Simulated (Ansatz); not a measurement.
**H6OSeSi2: harmonic frequencies at the relaxed geometry, by script**

A script is to give harmonic frequencies at the relaxed geometry; the system is H6OSeSi2. SMILES: O[SiH]([SiH3])[SeH].

Computed with the Python package of Ansatz 0.2.0. Level of theory: CAM-B3LYP/def2-SVP.

**1. Starting point**

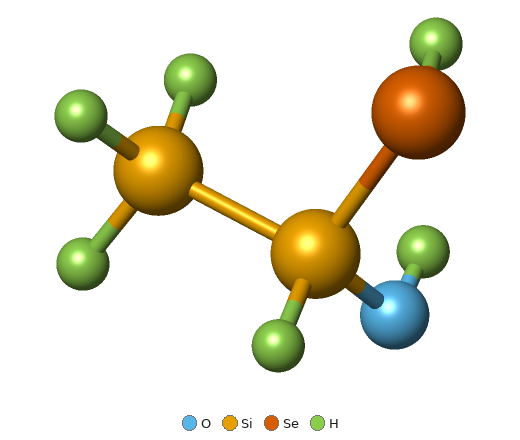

The structure that the script starts from, seen from a chosen angle (oxygen blue, silicon amber, selenium orange, hydrogen green).

The script holds or builds the structure itself.

**2. The script**

Contents of h6osesi2_freq.py:

```python
'''Harmonic frequencies of H6OSeSi2 at its relaxed geometry.'''

import ansatz
import numpy as np

molecule = (
    ansatz.Crystal.molecule()
    .atom('O', [-1.0452, 1.5061, -0.7908])
    .atom('Si', [-0.695, 0.462, 0.4632])
    .atom('Si', [1.4014, -0.184, 0.2325])
    .atom('Se', [-1.979, -1.3511, 0.3638])
    .atom('H', [-0.9802, 1.0146, -1.6499])
    .atom('H', [-0.8657, 1.1538, 1.7583])
    .atom('H', [1.6304, -0.8589, -1.0446])
    .atom('H', [1.812, -1.0978, 1.3273])
    .atom('H', [2.3183, 1.0076, 0.3503])
    .atom('H', [-1.5139, -1.7034, -1.0072])
)

calc = (
    molecule.calculation()
    .basis(gaussian='def2-SVP')
    .functional('cam_b3lyp')
)
symbols = [site.symbol for site in molecule.cartesian_sites]
start = np.array([site.position_ang for site in molecule.cartesian_sites], dtype=float)
data = calc.relax(force_tolerance=0.003).run().report
end = np.array(data['positions_ang'])

print('final positions (A) and the move of each atom')
for symbol, xyz, old in zip(symbols, end, start):
    print(f'{symbol:2s} {xyz[0]:10.5f} {xyz[1]:10.5f} {xyz[2]:10.5f}   {np.linalg.norm(xyz - old):7.4f}')

# same settings at the minimum
minimum = ansatz.Crystal.molecule()
for symbol, xyz in zip(symbols, end):
    minimum = minimum.atom(symbol, xyz.tolist())
vibrating = (
    minimum.calculation()
    .basis(gaussian='def2-SVP')
    .functional('cam_b3lyp')
    .phonons(temperatures=(298.15, 498.15, 100))
)
vib = vibrating.run().report['vibrations']
sums = vib['harmonic_sums']
modes = [m['omega_inv_cm'] for m in sums['modes_at_gamma'] if m['rigid_motion'] == 'no']
print('frequencies (1/cm):', ' '.join(f'{w:.0f}' for w in modes))
print('imaginary modes:', sum(w < 0 for w in modes), ' zero-point energy:', round(sums['zero_point_energy_ev'], 4), 'eV')
print('T (K)   F_vib (eV)   S_vib (meV/K)   C_vib (meV/K)')
for row in zip(sums['temperatures_k'], sums['vibrational_free_energy_ev'], vib['entropy_ev_per_k'], vib['heat_capacity_ev_per_k']):
    print(f'{row[0]:6.1f} {row[1]:11.4f} {1000 * row[2]:13.4f} {1000 * row[3]:15.4f}')
```

**3. The calls as engine input**

The engine receives this input (first run):

```yaml
crystal:
  periodic: [false, false, false]
  atoms:
    - { symbol: O, position_ang: [-1.0452, 1.5061, -0.7908] }
    - { symbol: Si, position_ang: [-0.695, 0.462, 0.4632] }
    - { symbol: Si, position_ang: [1.4014, -0.184, 0.2325] }
    - { symbol: Se, position_ang: [-1.979, -1.3511, 0.3638] }
    - { symbol: H, position_ang: [-0.9802, 1.0146, -1.6499] }
    - { symbol: H, position_ang: [-0.8657, 1.1538, 1.7583] }
    - { symbol: H, position_ang: [1.6304, -0.8589, -1.0446] }
    - { symbol: H, position_ang: [1.812, -1.0978, 1.3273] }
    - { symbol: H, position_ang: [2.3183, 1.0076, 0.3503] }
    - { symbol: H, position_ang: [-1.5139, -1.7034, -1.0072] }
basis:
  gaussian:
    orbitals: def2-SVP
hamiltonian:
  xc: cam_b3lyp
relax:
  f_tol: 0.003
```

**4. Running it**

Launch:

```console
$ python h6osesi2_freq.py
```

What it wrote:

```text
final positions (A) and the move of each atom
O    -1.08840    1.66758   -0.73930    0.1749
Si   -0.73947    0.50056    0.39291    0.0917
Si    1.48562   -0.22318    0.22928    0.0929
Se   -2.09503   -1.34872    0.29062    0.1372
H    -1.03831    1.43230   -1.67190    0.4223
H    -1.05881    1.11940    1.70032    0.2045
H     1.65402   -0.95942   -1.05799    0.1041
H     1.81373   -1.14395    1.35212    0.0524
H     2.43430    0.92560    0.24158    0.1789
H    -1.28456   -2.02127   -0.73474    0.4774
frequencies (1/cm): 93 112 145 170 210 257 357 456 505 534 643 764 800 870 899 912 951 956 2232 2246 2256 2286 2456 3910
imaginary modes: 0  zero-point energy: 1.5509 eV
T (K)   F_vib (eV)   S_vib (meV/K)   C_vib (meV/K)
 298.1      1.4330        0.8827          0.9236
 398.1      1.3297        1.1778          1.1155
 498.1      1.1984        1.4436          1.2562
```

Wall time 6.7 min (1 thread of Arm Neoverse V1, shared host); peak memory 0.41 GiB.

**5. Inputs of later runs**

The engine's inputs for the other runs:

Run 2, against run 1:

```diff
@@ -4,10 +4,10 @@
-    - { symbol: O, position_ang: [-1.0452, 1.5061, -0.7908] }
-    - { symbol: Si, position_ang: [-0.695, 0.462, 0.4632] }
-    - { symbol: Si, position_ang: [1.4014, -0.184, 0.2325] }
-    - { symbol: Se, position_ang: [-1.979, -1.3511, 0.3638] }
-    - { symbol: H, position_ang: [-0.9802, 1.0146, -1.6499] }
-    - { symbol: H, position_ang: [-0.8657, 1.1538, 1.7583] }
-    - { symbol: H, position_ang: [1.6304, -0.8589, -1.0446] }
-    - { symbol: H, position_ang: [1.812, -1.0978, 1.3273] }
-    - { symbol: H, position_ang: [2.3183, 1.0076, 0.3503] }
-    - { symbol: H, position_ang: [-1.5139, -1.7034, -1.0072] }
+    - { symbol: O, position_ang: [-1.0883961428610853, 1.6675835082636807, -0.7393009381044381] }
+    - { symbol: Si, position_ang: [-0.7394727384348547, 0.500559717455804, 0.3929059095606086] }
+    - { symbol: Si, position_ang: [1.485619740657014, -0.22318316147832062, 0.2292846980634349] }
+    - { symbol: Se, position_ang: [-2.09502551005173, -1.3487186772335504, 0.29062285594488785] }
+    - { symbol: H, position_ang: [-1.0383058870796429, 1.4322994967757283, -1.6719017208862963] }
+    - { symbol: H, position_ang: [-1.0588082681319826, 1.1193995155171312, 1.7003187714182018] }
+    - { symbol: H, position_ang: [1.6540219877178188, -0.9594218686400376, -1.0579939972131864] }
+    - { symbol: H, position_ang: [1.8137271079074158, -1.1439479878653687, 1.352124696938586] }
+    - { symbol: H, position_ang: [2.434301232039273, 0.9255994499424711, 0.2415833800246916] }
+    - { symbol: H, position_ang: [-1.2845615217622262, -2.021269992737538, -0.7347436557464907] }
@@ -19,2 +19,5 @@
-relax:
-  f_tol: 0.003
+phonons:
+  temperatures:
+    t_min: 298.15
+    t_max: 498.15
+    t_step: 100.0
```

Lines on the test bed's own set-up are left out of the output.

**6. What each run gave**

From the records of these 2 runs:

| run | kind of run | energy from run 2 (eV) | SCF cycles in all | CPU time (s) |
| --- | --- | --- | --- | --- |
| 1 | relaxation | 0.0000 | 90 | 94 |
| 2 | phonons | 0.0000 | 335 | 310 |

**7. How the relaxation of run 1 went**

Relaxation path:

```
step  E - E(step 1) (eV)  largest force component (eV/Å)
   1              0.0000                          2.0359
   2             -0.2270                          0.7922
   3             -0.2838                          0.5530
   4             -0.3108                          0.4323
   5             -0.3141                          0.2805
   6             -0.3180                          0.0338
   7             -0.3155                          0.1537
   8             -0.3191                          0.0343
   9             -0.3195                          0.0655
  10             -0.3195                          0.0405
  11             -0.3199                          0.0069
  12             -0.3199                          0.0020
```

Step 1 is the start. Step 7 was tried and not accepted.

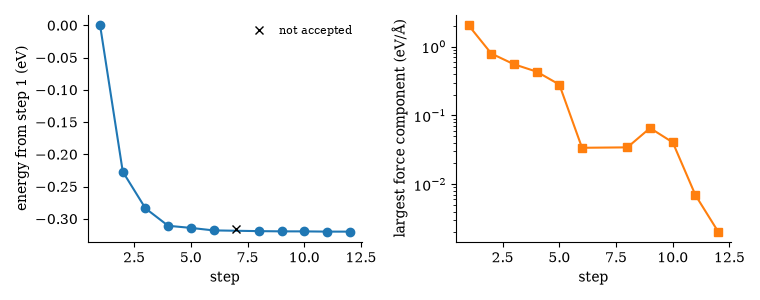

Energy and largest force along the relaxation.

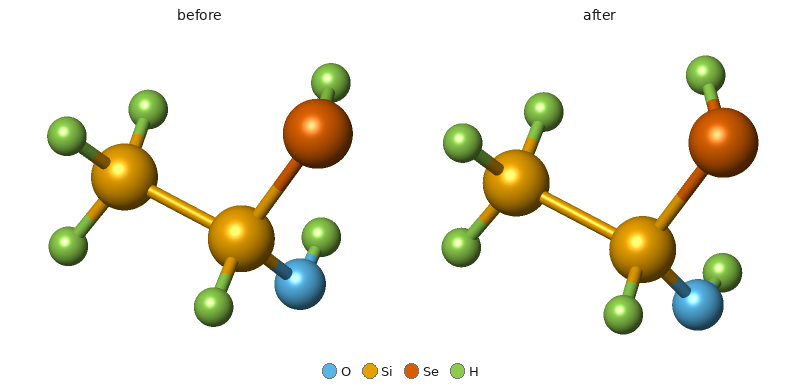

The structure before (left) and after (right) the relaxation, drawn at the same scale.

Before: Bond lengths: O1–Si2 1.669 Å, Si2–Si3 2.206 Å, Si2–Se4 2.224 Å, O1–H5 0.992 Å, Si2–H6 1.478 Å, Si3–H7 1.463 Å, Si3–H8 1.484 Å, Si3–H9 1.508 Å, Se4–H10 1.490 Å. Angles: O1–Si2–Si3 107.7°, O1–Si2–Se4 110.8°, O1–Si2–H6 110.0°, Si3–Si2–Se4 107.8°, Si3–Si2–H6 109.8°, Se4–Si2–H6 110.7°, Si2–O1–H5 109.1°, Si2–Si3–H7 112.0°, Si2–Si3–H8 111.5°, Si2–Si3–H9 109.8°, H7–Si3–H8 108.5°, H7–Si3–H9 109.7°, H8–Si3–H9 105.1°, Si2–Se4–H10 93.1°.

After: Bond lengths: O1–Si2 1.663 Å, Si2–Si3 2.346 Å, Si2–Se4 2.295 Å, O1–H5 0.963 Å, Si2–H6 1.481 Å, Si3–H7 1.492 Å, Si3–H8 1.489 Å, Si3–H9 1.490 Å, Se4–H10 1.470 Å. Angles: O1–Si2–Si3 111.6°, O1–Si2–Se4 114.3°, O1–Si2–H6 105.2°, Si3–Si2–Se4 108.0°, Si3–Si2–H6 113.3°, Se4–Si2–H6 104.4°, Si2–O1–H5 118.5°, Si2–Si3–H7 108.6°, Si2–Si3–H8 110.3°, Si2–Si3–H9 111.4°, H7–Si3–H8 108.7°, H7–Si3–H9 108.4°, H8–Si3–H9 109.3°, Si2–Se4–H10 94.2°.

**8. Vibrations**

Frequencies (cm⁻¹; negative: imaginary): 93, 112, 145, 170, 210, 257, 357, 456, 505, 534, 643, 764, 800, 870, 899, 912, 951, 956, 2232, 2246, 2256, 2286, 2456, 3910.

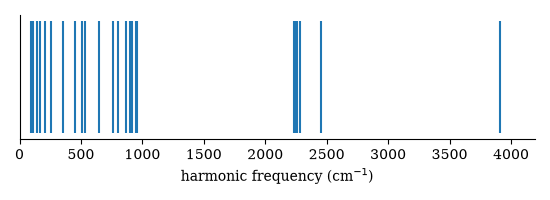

The harmonic frequencies as lines of equal height (no intensities).

**9. What came out**

```
                             quantity        value
                        runs compared            2
     moves of the relaxation of run 1           10
               energy gained in run 1     0.320 eV
last largest force component of run 1  0.0020 eV/Å
                    highest frequency    3910 cm⁻¹
                      imaginary modes            0
                    zero-point energy     1.551 eV
```

**Reading.** Run 1: After 10 moves the largest shift is 0.477 Å, of atom 10 (H). All frequencies are real, so the geometry is a minimum. The values are harmonic; measured fundamentals also hold anharmonic shifts, mostly downward for stretches. The frequencies are harmonic and unscaled, in a modest basis. The result belongs to the one conformer reached from this start, and soft torsions count as harmonic oscillators.
